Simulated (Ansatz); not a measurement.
**N2H3 (quartet): one geometry, many settings at distance N1–H4 along a hydrogen transfer = 1.012 Å**

What do other methods and options give for N2H3 (quartet) at this geometry, and how long do they take?

Method: the settings change from run to run; program: Ansatz 0.2.0, Gaussian basis.

7 further runs of the same task are left out: 6 that didn't finish, 1 set aside as unsound or not needed.

**1. The geometry**

The geometry derives from fragments relaxed apart (PBE0/def2-TZVP) and kept rigid, so it is no stationary point. A hydrogen atom is moved between rigid fragments.

5 atoms, charge 0, spin multiplicity 4.

Atoms are counted from 1 here; the program's logs count them from 0.

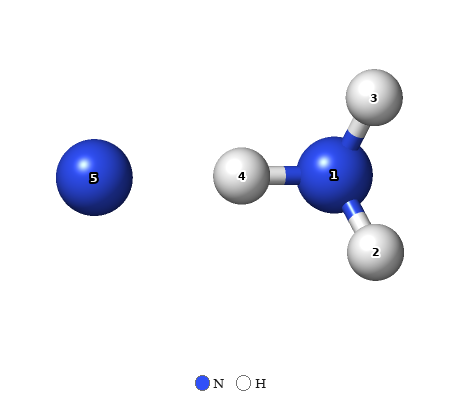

The structure; nitrogen blue, hydrogen white; atoms are numbered from 1 in the order of the file.

**2. BCCD on ROHF/cc-pVDZ**

File in.yaml:

```yaml
crystal:
  periodic: [false, false, false]
  atoms:
    - {symbol: N, position_ang: [-1.197298, -0.018366, -0.028586]}
    - {symbol: H, position_ang: [-1.494577, 0.949467, -0.028586]}
    - {symbol: H, position_ang: [-1.494577, -0.420665, 0.851673]}
    - {symbol: H, position_ang: [-0.184837, -0.018366, -0.028587]}
    - {symbol: N, position_ang: [1.425702, -0.018365, -0.028587]}
basis:
  gaussian: {orbitals: cc-pVDZ}
magnetization: {spin_polarized: false, initial_magnetization: 3}
correlation: {method: bccd, electrons: outside_noble_gas}
```

Run with:

```
> ansatz run in.yaml --threads 1 --pin off --events-out ev --progress --plain --max-ram 2393MiB
```

Output:

```text
Functional definition: HF
  name "HF"
  cite "Fock, Z. Phys. 61, 126 (1930) doi:10.1007/BF01340294"
  parent pbe
  exchange = exact_x
  correlation = 0
400 factors; integrals over basis functions are off by at most 1.6e-3 eV
mean field evaluation 1: about -3005.7861 eV, gradient 2.9e1 eV
mean field evaluation 2: about -3005.8200 eV, gradient 2.9e1 eV
mean field evaluation 4: about -3008.4545 eV, gradient 3.3e0 eV
mean field evaluation 8: about -3008.5256 eV, gradient 4.4e-1 eV
mean field evaluation 16: about -3008.5275 eV, gradient 6.3e-7 eV
mean field -3008.52752221 eV, -110.5613471880 hartree, gradient 6.3e-7 eV, S^2 3.750000; 0 other end points of the search recorded, 0 dependent functions left out
mean field evaluation 32: about -3008.6186 eV, gradient 7.0e-1 eV
2 core orbitals not correlated: weight in the atoms' cores, before any rotation towards them, 1.000 or more for the frozen orbitals, at most 0.000 for the correlated occupied ones
reference -3008.52752221 eV, -110.5613471880 hartree; 8, 5 occupied and 33, 36 virtual orbitals, 400 factors
second order -7.16342012 eV of doubles, -0.06113751 eV of singles
cycle   1  -7.88467572 eV  change   -6.6e-1 eV  update   5.0e-2
cycle   2  -8.09013333 eV  change   -2.1e-1 eV  update   1.6e-2
cycle   3  -8.10959864 eV  change   -1.9e-2 eV  update   7.7e-3
cycle   4  -8.10849015 eV  change    1.1e-3 eV  update   4.0e-3
cycle   5  -8.10754618 eV  change    9.4e-4 eV  update   2.2e-3
cycle   6  -8.10673622 eV  change    8.1e-4 eV  update   8.7e-4
cycle   7  -8.10658308 eV  change    1.5e-4 eV  update   3.4e-4
cycle   8  -8.10656054 eV  change    2.3e-5 eV  update   1.5e-4
cycle   9  -8.10661030 eV  change   -5.0e-5 eV  update   5.0e-5
cycle  10  -8.10661971 eV  change   -9.4e-6 eV  update   2.1e-5
cycle  11  -8.10662675 eV  change   -7.0e-6 eV  update   7.8e-6
Total energy: -3016.63414896 eV, -110.8592602263 hartree
```

Run time: 1.8 s. Hardware: 1 thread of Intel Xeon Platinum 8259CL at 2.50GHz, shared host.

From the report: correlation -8.1066 eV; largest double amplitude 0.04.

**3. MP2 on ROHF/cc-pVDZ**

in.yaml: that of step 2 with these lines changed.

```diff
@@ -11,2 +11,5 @@
 magnetization: {spin_polarized: false, initial_magnetization: 3}
-correlation: {method: bccd, electrons: outside_noble_gas}
+hamiltonian: {pseudopotentials: {relativity: scalar}}
+correlation: {method: mp2, electrons: all}
+accuracy: high
+output: {forces: true}
```

Same command.

Output, shortened:

```text
Functional definition: HF
  name "HF"
  cite "Fock, Z. Phys. 61, 126 (1930) doi:10.1007/BF01340294"
  parent pbe
[...]
912 factors; integrals over basis functions are off by at most 2.9e-9 eV
[...]
mean field -3010.02763362 eV, -110.6164752653 hartree, gradient 1.6e-8 eV, S^2 3.750000; 0 other end points of the search recorded, 0 dependent functions left out
[...]
reference -3010.02763362 eV, -110.6164752653 hartree; 10, 7 occupied and 33, 36 virtual orbitals, 912 factors
second order -7.28198150 eV of doubles, -0.06324640 eV of singles
[...]
Total energy: -3017.37286151 eV, -110.8864074118 hartree
Relativity: scalar
Atom 0 at    -1.197298    -0.018366    -0.028586 Å, force    -0.737294    -0.380419    -0.592125 eV/Å
Atom 1 at    -1.494577     0.949467    -0.028586 Å, force    -0.051342     0.314285     0.147551 eV/Å
Atom 2 at    -1.494577    -0.420665     0.851673 Å, force    -0.051342     0.003561     0.347179 eV/Å
Atom 3 at    -0.184837    -0.018366    -0.028587 Å, force    -0.748704     0.061267     0.095363 eV/Å
Atom 4 at     1.425702    -0.018365    -0.028587 Å, force     1.588683     0.001305     0.002031 eV/Å
Dipole moment:     0.164456     0.167527     0.260758 e Å
```

It took 2.3 s on 1 thread of Intel Xeon Platinum 8259CL at 2.50GHz, shared host.

**4. CCSD on UHF/cc-pVDZ**

in.yaml: that of step 3 with these lines changed.

```diff
@@ -10,6 +10,4 @@
   gaussian: {orbitals: cc-pVDZ}
-magnetization: {spin_polarized: false, initial_magnetization: 3}
-hamiltonian: {pseudopotentials: {relativity: scalar}}
-correlation: {method: mp2, electrons: all}
+magnetization: {spin_polarized: true, initial_magnetization: 3}
+correlation: {method: ccsd, electrons: outside_noble_gas, diis_vectors: 1}
 accuracy: high
-output: {forces: true}
```

Same command.

Output, shortened:

```text
Functional definition: HF
  name "HF"
  cite "Fock, Z. Phys. 61, 126 (1930) doi:10.1007/BF01340294"
  parent pbe
[...]
912 factors; integrals over basis functions are off by at most 2.9e-9 eV
[...]
mean field -3008.62755568 eV, -110.5650233502 hartree, gradient 2.2e-8 eV, S^2 3.757304; 0 other end points of the search recorded, 0 dependent functions left out
2 core orbitals not correlated: weight in the atoms' cores, before any rotation towards them, 1.000 or more for the frozen orbitals, at most 0.000 for the correlated occupied ones
reference -3008.62755568 eV, -110.5650233502 hartree; 8, 5 occupied and 33, 36 virtual orbitals, 912 factors
second order -7.14349860 eV of doubles, -0.00000000 eV of singles
cycle   1  -7.77454418 eV  change   -6.3e-1 eV  update   4.9e-2
[...]
cycle  35  -8.01430869 eV  change  -6.2e-10 eV  update  4.6e-10
Total energy: -3016.64186437 eV, -110.8595437622 hartree
```

It took 3.8 s on 1 thread of Intel Xeon Platinum 8259CL at 2.50GHz, shared host.

From the report: ⟨S²⟩ of the determinant 3.757 (pure quartet: 3.75); correlation -8.0143 eV; T1 0.009; largest double amplitude 0.04.

**5. BCCD on UHF/def2-SVP**

in.yaml: that of step 4 with these lines changed.

```diff
@@ -9,5 +9,6 @@
 basis:
-  gaussian: {orbitals: cc-pVDZ}
+  gaussian: {orbitals: def2-SVP}
 magnetization: {spin_polarized: true, initial_magnetization: 3}
-correlation: {method: ccsd, electrons: outside_noble_gas, diis_vectors: 1}
+correlation: {method: bccd, electrons: all}
 accuracy: high
+scf: {lower_state_search: full}
```

Launched as before.

Output, shortened:

```text
Functional definition: HF
  name "HF"
  cite "Fock, Z. Phys. 61, 126 (1930) doi:10.1007/BF01340294"
  parent pbe
[...]
928 factors; integrals over basis functions are off by at most 3.3e-9 eV
[...]
mean field -3005.86308419 eV, -110.4634308967 hartree, gradient 1.3e-8 eV, S^2 3.759144; 2 other end points of the search recorded, 0 dependent functions left out
reference -3005.86308419 eV, -110.4634308967 hartree; 10, 7 occupied and 33, 36 virtual orbitals, 928 factors
second order -7.24900747 eV of doubles, -0.00000000 eV of singles
cycle   1  -7.84931174 eV  change   -6.0e-1 eV  update   4.8e-2
[...]
cycle  23  -8.06699968 eV  change    1.3e-9 eV  update   1.8e-9
Total energy: -3013.93008387 eV, -110.7598876670 hartree
```

Wall time 6 s (1 thread of Intel Xeon Platinum 8259CL at 2.50GHz, shared host).

From the report: ⟨S²⟩ of the determinant 3.759 (pure quartet: 3.75); correlation -8.0670 eV; largest double amplitude 0.04.

**6. MP2 on ROHF/cc-pVDZ**

in.yaml: that of step 5 with these lines changed.

```diff
@@ -9,6 +9,5 @@
 basis:
-  gaussian: {orbitals: def2-SVP}
-magnetization: {spin_polarized: true, initial_magnetization: 3}
-correlation: {method: bccd, electrons: all}
-accuracy: high
-scf: {lower_state_search: full}
+  gaussian: {orbitals: cc-pVDZ}
+magnetization: {spin_polarized: false, initial_magnetization: 3}
+correlation: {method: mp2, electrons: outside_noble_gas}
+output: {forces: true}
```

Same command.

Output, shortened:

```text
Functional definition: HF
  name "HF"
  cite "Fock, Z. Phys. 61, 126 (1930) doi:10.1007/BF01340294"
  parent pbe
[...]
400 factors; integrals over basis functions are off by at most 1.6e-3 eV
[...]
mean field -3008.52752221 eV, -110.5613471880 hartree, gradient 6.3e-7 eV, S^2 3.750000; 0 other end points of the search recorded, 0 dependent functions left out
2 core orbitals not correlated: weight in the atoms' cores, before any rotation towards them, 1.000 or more for the frozen orbitals, at most 0.000 for the correlated occupied ones
reference -3008.52752221 eV, -110.5613471880 hartree; 8, 5 occupied and 33, 36 virtual orbitals, 400 factors
second order -7.16342012 eV of doubles, -0.06113751 eV of singles
[...]
Total energy: -3015.75207983 eV, -110.8268447837 hartree
Atom 0 at    -1.197298    -0.018366    -0.028586 Å, force    -0.752685    -0.400490    -0.623367 eV/Å
Atom 1 at    -1.494577     0.949467    -0.028586 Å, force    -0.065643     0.355283     0.145179 eV/Å
Atom 2 at    -1.494577    -0.420665     0.851673 Å, force    -0.065643    -0.015638     0.383482 eV/Å
Atom 3 at    -0.184837    -0.018366    -0.028587 Å, force    -0.710876     0.059453     0.092540 eV/Å
Atom 4 at     1.425702    -0.018365    -0.028587 Å, force     1.594847     0.001392     0.002166 eV/Å
Dipole moment:     0.164487     0.167632     0.260921 e Å
```

Run time: 0.75 s. Hardware: 1 thread of Intel Xeon Platinum 8259CL at 2.50GHz, shared host.

**7. MRCISD+Q(7,6)/6-31G**

in.yaml: that of step 6 with these lines changed.

```diff
@@ -9,5 +9,5 @@
 basis:
-  gaussian: {orbitals: cc-pVDZ}
+  gaussian: {orbitals: 6-31G}
 magnetization: {spin_polarized: false, initial_magnetization: 3}
-correlation: {method: mp2, electrons: outside_noble_gas}
-output: {forces: true}
+correlation: {method: fic_mrcisd_q, electrons: valence, active_space: {window: {electrons: 7, orbitals: 6}, states: [{multiplicity: 4, weights: [1, 1]}], root: 0}}
+scf: {lower_state_search: off}
```

Launched as before.

Output, shortened:

```text
Functional definition: HF
  name "HF"
  cite "Fock, Z. Phys. 61, 126 (1930) doi:10.1007/BF01340294"
  parent pbe
[...]
564 factors; integrals over basis functions are off by at most 1.0e-7 eV
[...]
mean field -3007.40217199 eV, -110.5199913303 hartree, gradient 5.7e-7 eV, S^2 3.750000; 0 other end points of the search recorded, 0 dependent functions left out
reference -3007.40217199 eV, -110.5199913303 hartree; 10, 7 occupied and 14, 17 virtual orbitals, 564 factors
state -3007.42227063 eV, -110.5207299416 hartree
state -3002.57914389 eV, -110.3427483166 hartree
contracted CI cycle   1: correlation 0.00000000 eV, 0.0000000000 hartree, residual 1.83e1 eV
contracted CI cycle   2: correlation -4.06970159 eV, -0.1495587750 hartree, residual 3.95e0 eV
contracted CI cycle   3: correlation -4.28956062 eV, -0.1576384454 hartree, residual 9.08e-1 eV
[...]
contracted CI cycle   3: correlation -4.42424961 eV, -0.1625881744 hartree, residual 8.63e-1 eV
contracted CI cycle   4: correlation -4.43735747 eV, -0.1630698794 hartree, residual 2.74e-1 eV
contracted CI cycle   5: correlation -4.43871653 eV, -0.1631198238 hartree, residual 1.03e-1 eV
contracted CI cycle   6: correlation -4.43891988 eV, -0.1631272967 hartree, residual 3.75e-2 eV
contracted CI cycle   7: correlation -4.43894820 eV, -0.1631283375 hartree, residual 1.35e-2 eV
contracted CI cycle   8: correlation -4.43895172 eV, -0.1631284670 hartree, residual 5.46e-3 eV
contracted CI cycle   9: correlation -4.43895227 eV, -0.1631284871 hartree, residual 1.95e-3 eV
contracted CI cycle  10: correlation -4.43895234 eV, -0.1631284895 hartree, residual 6.27e-4 eV
state -3002.57914389 eV, -110.3427483166 hartree; corrected -3007.34991963 eV, -110.5180710913 hartree
Total energy: -3012.00255051 eV, -110.6890521227 hartree
Checks for a lower state left out: stability, starts, cluster_reference, orbital_swaps, neighbouring_geometries, increment
```

It took 1.8 s on 1 thread of Intel Xeon Platinum 8259CL at 2.50GHz, shared host.

From the report: 55 determinants; active occupations (of the averaged states) 1.99, 1.50, 1.46, 1.00, 1.00, 0.06.

**8. BCCD on ROHF/6-31G***

in.yaml: that of step 7 with these lines changed.

```diff
@@ -9,5 +9,6 @@
 basis:
-  gaussian: {orbitals: 6-31G}
+  gaussian: {orbitals: "6-31G*"}
 magnetization: {spin_polarized: false, initial_magnetization: 3}
-correlation: {method: fic_mrcisd_q, electrons: valence, active_space: {window: {electrons: 7, orbitals: 6}, states: [{multiplicity: 4, weights: [1, 1]}], root: 0}}
-scf: {lower_state_search: off}
+correlation: {method: bccd, electrons: outside_noble_gas}
+accuracy: high
+scf: {omitted_lower_state_checks: [cluster_reference]}
```

Launched as before.

Output, shortened:

```text
Functional definition: HF
  name "HF"
  cite "Fock, Z. Phys. 61, 126 (1930) doi:10.1007/BF01340294"
  parent pbe
[...]
698 factors; integrals over basis functions are off by at most 2.6e-9 eV
[...]
mean field -3008.02738708 eV, -110.5429675612 hartree, gradient 7.8e-8 eV, S^2 3.750000; 0 other end points of the search recorded, 0 dependent functions left out
2 core orbitals not correlated: weight in the atoms' cores, before any rotation towards them, 1.000 or more for the frozen orbitals, at most 0.000 for the correlated occupied ones
reference -3008.02738708 eV, -110.5429675612 hartree; 8, 5 occupied and 26, 29 virtual orbitals, 698 factors
second order -6.71330062 eV of doubles, -0.06535397 eV of singles
cycle   1  -7.40690340 eV  change   -6.3e-1 eV  update   5.1e-2
[...]
cycle  23  -7.63371403 eV  change  -1.6e-10 eV  update  6.7e-10
Total energy: -3015.66110112 eV, -110.8235013776 hartree
Checks for a lower state left out: cluster_reference
```

Wall time 2.8 s (1 thread of Intel Xeon Platinum 8259CL at 2.50GHz, shared host).

From the report: correlation -7.6337 eV; largest double amplitude 0.04.

**9. BCCD(T) on ROHF/cc-pVDZ**

in.yaml: that of step 8 with these lines changed.

```diff
@@ -9,6 +9,6 @@
 basis:
-  gaussian: {orbitals: "6-31G*"}
+  gaussian: {orbitals: cc-pVDZ, fitting: {mean_field: def2-universal-jkfit}}
 magnetization: {spin_polarized: false, initial_magnetization: 3}
-correlation: {method: bccd, electrons: outside_noble_gas}
+correlation: {method: bccd_t, electrons: outside_noble_gas}
 accuracy: high
-scf: {omitted_lower_state_checks: [cluster_reference]}
+output: {forces: true}
```

Same command.

Output, shortened:

```text
Functional definition: HF
  name "HF"
  cite "Fock, Z. Phys. 61, 126 (1930) doi:10.1007/BF01340294"
  parent pbe
[...]
208 factors; integrals over basis functions are off by at most 1.9e-1 eV
[...]
mean field -3008.52656962 eV, -110.5613121811 hartree, gradient 7.8e-9 eV, S^2 3.750000; 0 other end points of the search recorded, 0 dependent functions left out
[...]
2 core orbitals not correlated: weight in the atoms' cores, before any rotation towards them, 1.000 or more for the frozen orbitals, at most 0.000 for the correlated occupied ones
reference -3008.52656962 eV, -110.5613121811 hartree; 8, 5 occupied and 33, 36 virtual orbitals, 208 factors
second order -7.16207331 eV of doubles, -0.06114173 eV of singles
cycle   1  -7.88540270 eV  change   -6.6e-1 eV  update   5.0e-2
[...]
cycle  23  -8.10750742 eV  change   3.4e-10 eV  update  4.9e-10
perturbative correction -0.14481424 eV, -0.0053218250 hartree
[...]
Total energy: -3016.77889128 eV, -110.8645794082 hartree
Atom 0 at    -1.197298    -0.018366    -0.028586 Å, force    -0.856584    -0.503256    -0.783322 eV/Å
Atom 1 at    -1.494577     0.949467    -0.028586 Å, force    -0.096771     0.498759     0.161309 eV/Å
Atom 2 at    -1.494577    -0.420665     0.851673 Å, force    -0.096771    -0.060606     0.520680 eV/Å
Atom 3 at    -0.184837    -0.018366    -0.028587 Å, force    -0.497843     0.059134     0.092042 eV/Å
Atom 4 at     1.425702    -0.018365    -0.028587 Å, force     1.547968     0.005969     0.009290 eV/Å
Dipole moment:     0.151768     0.164642     0.256267 e Å
```

Run time: 8.5 s. Hardware: 1 thread of Intel Xeon Platinum 8259CL at 2.50GHz, shared host.

From the report: correlation -8.2523 eV; largest double amplitude 0.04.

**10. All runs side by side**

Where basis and cores are those of an earlier UCCSDT(Q)/cc-pVDZ run (-3016.8048 eV), and the state is the same kind, the miss against it is given.

```csv
level,correlated,functions,energy (eV),from UCCSDT(Q) (meV),time
BCCD on ROHF/cc-pVDZ,outside noble gas,43,-3016.6341,170.7,1.8 s
MP2 on ROHF/cc-pVDZ (relativity set),all,43,-3017.3729,,2.3 s
CCSD on UHF/cc-pVDZ,outside noble gas,43,-3016.6419,163.0,3.8 s
BCCD on UHF/def2-SVP,all,43,-3013.9301,,6 s
MP2 on ROHF/cc-pVDZ,outside noble gas,43,-3015.7521,1052.8,0.75 s
"MRCISD+Q(7,6)/6-31G (lowest root of an average)",valence,24,-3012.0026,,1.8 s
BCCD on ROHF/6-31G*,outside noble gas,36,-3015.6611,,2.8 s
BCCD(T) on ROHF/cc-pVDZ,outside noble gas,43,-3016.7789,26.0,8.5 s
```

**11. Summary of results**

| quantity | value |
| --- | --- |
| runs | 8 |
| quickest | MP2 on ROHF/cc-pVDZ, 0.75 s |
| slowest | BCCD(T) on ROHF/cc-pVDZ, 8.5 s |

What this shows: Total energies in different bases, with other cores or another treatment of relativity can't be set against each other. BCCD(T) on ROHF/cc-pVDZ took 11 times as long as MP2 on ROHF/cc-pVDZ; the jobs differ in more than the method. Among the correlated runs with a miss given, it spans +26 to +1053 meV.
